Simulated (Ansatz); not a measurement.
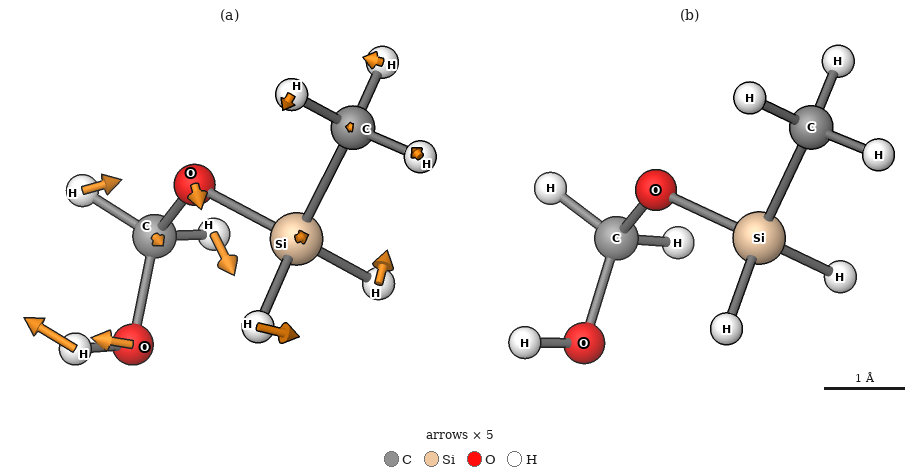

The structure of C2H8O2Si before (left) and after (right) a relaxation, at one scale. The orange arrows give the displacements, magnified 5 times.

The picture is a ball-and-stick view, seen from a free direction.

The start comes from PBE-D4/def2-SVP.

These are results of Ansatz 0.2.0, RKS PBE0-D4/def2-TZVP, not measurements.

Input
```yaml
crystal:
  periodic: [false, false, false]
  atoms:
    - {symbol: C, position_ang: [-1.487877, 0.226890, 1.745808]}
    - {symbol: Si, position_ang: [-0.570437, 0.567519, 0.145536]}
    - {symbol: O, position_ang: [0.630974, -0.630182, 0.031828]}
    - {symbol: C, position_ang: [1.246541, -0.917295, -1.201709]}
    - {symbol: O, position_ang: [1.695184, 0.227558, -1.877959]}
    - {symbol: H, position_ang: [-2.293804, 0.974160, 1.896580]}
    - {symbol: H, position_ang: [-0.800001, 0.282484, 2.613522]}
    - {symbol: H, position_ang: [-1.946256, -0.782138, 1.731796]}
    - {symbol: H, position_ang: [0.031014, 1.948205, 0.190544]}
    - {symbol: H, position_ang: [-1.489399, 0.474858, -1.047137]}
    - {symbol: H, position_ang: [2.076371, -1.630027, -0.979628]}
    - {symbol: H, position_ang: [0.529667, -1.406764, -1.902130]}
    - {symbol: H, position_ang: [2.398423, 0.629932, -1.332351]}
basis:
  gaussian: {orbitals: def2-TZVP}
hamiltonian: {xc: pbe0, dispersion: d4}
relax: {f_tol: 0.005, max_steps: 150}
```

Launched with:
```bash
ansatz run in.yaml --threads 4 --pin off --events-out ev --progress --plain --max-ram 10444MiB
```

**Summarise the run.**

The largest move after the best rigid fit is that of H13, 0.15 Å. Largest moves by element: H 0.15 Å, O 0.11 Å, C 0.04 Å, Si 0.04 Å. Some distances before and after: Si2–O3 1.700 → 1.659 Å, C4–H11 1.116 → 1.096 Å, C1–Si2 1.876 → 1.857 Å, Si2–H10 1.508 → 1.491 Å. After 8 geometry steps the energy has fallen by 0.073 eV. Largest force component: 0.71 eV/Å at the start, 0.0045 eV/Å at the end.
